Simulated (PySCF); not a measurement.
C4F10, SMILES `FC(F)(F)C(F)(F)C(F)(F)C(F)(F)F`.

Level of theory: PBE0/def2-TZVP (PySCF), at a geometry from GFN2-xTB. No frequency check shows the geometry to be a minimum. A basis without diffuse functions makes polarisabilities too small.

Geometry (Å), atoms numbered from 1:

```
F1      -1.4736    0.8172   -1.4009
C2      -1.5847    0.5346   -0.1086
F3      -1.1952    1.5985    0.5866
F4      -2.8607    0.3093    0.1602
C5      -0.7274   -0.7108    0.2806
F6      -1.3512   -1.8116   -0.1700
F7      -0.6869   -0.7960    1.6209
C8       0.7274   -0.7108   -0.2806
F9       1.3512   -1.8116    0.1700
F10      0.6869   -0.7960   -1.6209
C11      1.5847    0.5346    0.1086
F12      2.8607    0.3093   -0.1602
F13      1.4736    0.8172    1.4009
F14      1.1952    1.5985   -0.5866
```

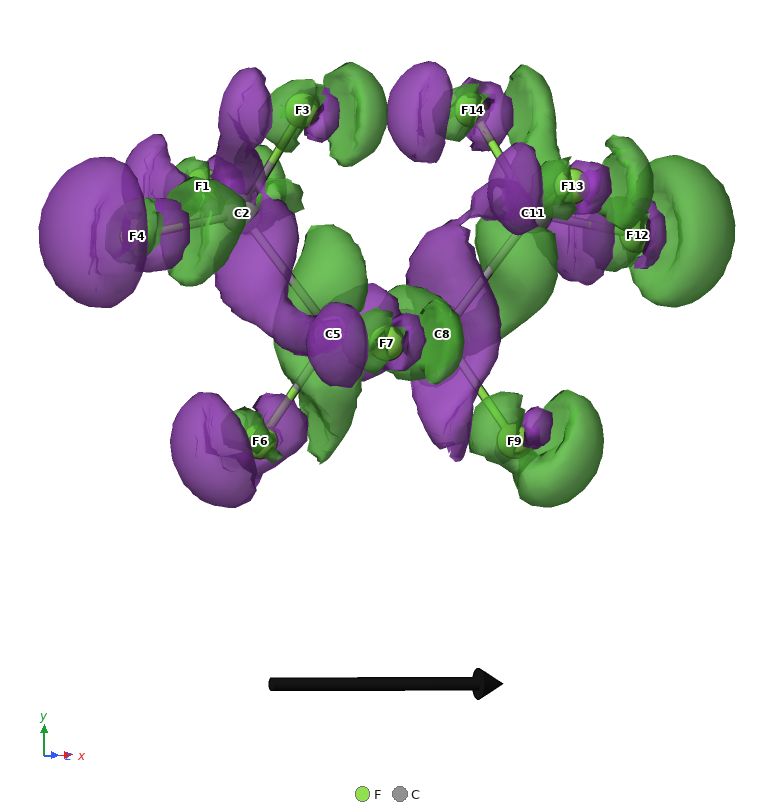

Change of the electron density in a uniform field of 0.21 V/Å along +x (arrow), surfaces at ±0.002 e/Å³ (purple: gain, green: loss).

### How large is the response?

The induced dipole is 0.58 D (along the field); α along this axis, from the fields in both directions, is 57 bohr³ (8.4 Å³).

### Which atoms gain and lose the most charge?

Electrons gather most on F4 (Hirshfeld charge changes by −0.009 e) and leave F12 most (+0.009 e); 0.062 electrons are displaced in all.
